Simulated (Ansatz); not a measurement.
```xyz
9

Al   -0.1383   -0.1703    0.3251
H    -0.4449   -0.8961    1.7154
O     1.5214    0.0662   -0.1904
H     1.7746   -0.2337   -1.0687
O    -1.2541   -0.2772   -0.9823
H    -2.1392   -0.6088   -0.8068
O     0.0332    1.7300    0.9617
H     0.9365    1.7784    0.5728
H     0.1332    1.7809    1.9244
```

All numbers below come from RKS PBE0-D4/6-31G* in Ansatz.

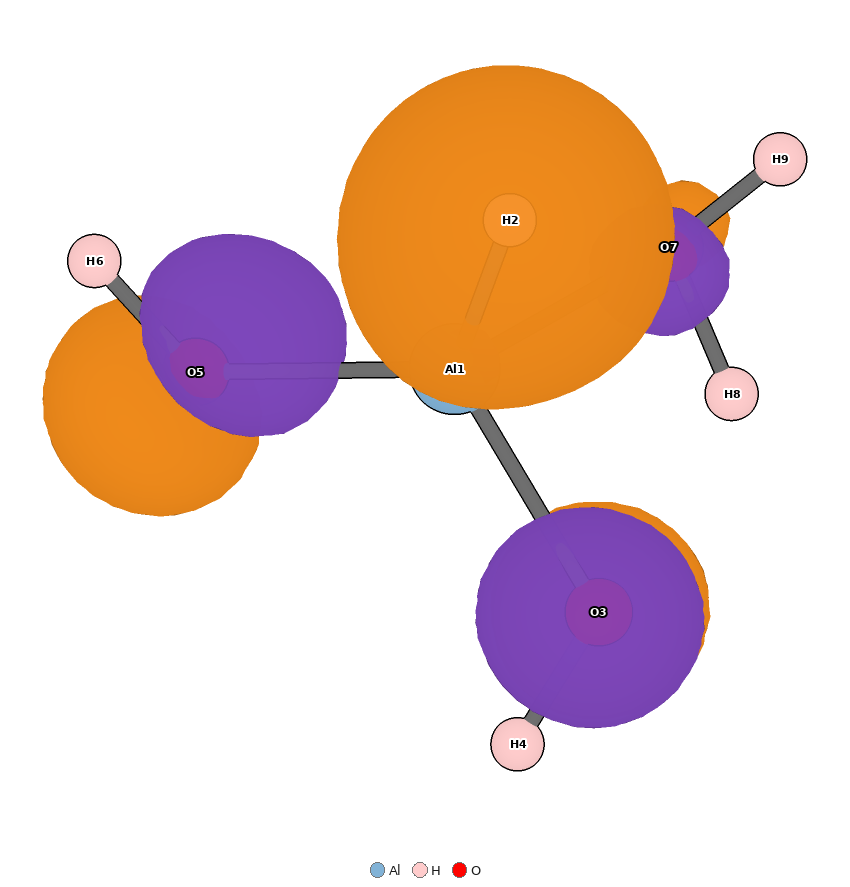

AlH₅O₃. The HOMO at ±0.15 Å⁻³ᐟ² (orange and purple are the two phases), seen at a tilt.

### What is the character of this orbital?

Its weight (Hirshfeld) is mainly on H2 (about 30 %), O5 (about 20 %), O3 (about 20 %) and Al1 (about 20 %). Its energy is −7.79 eV.
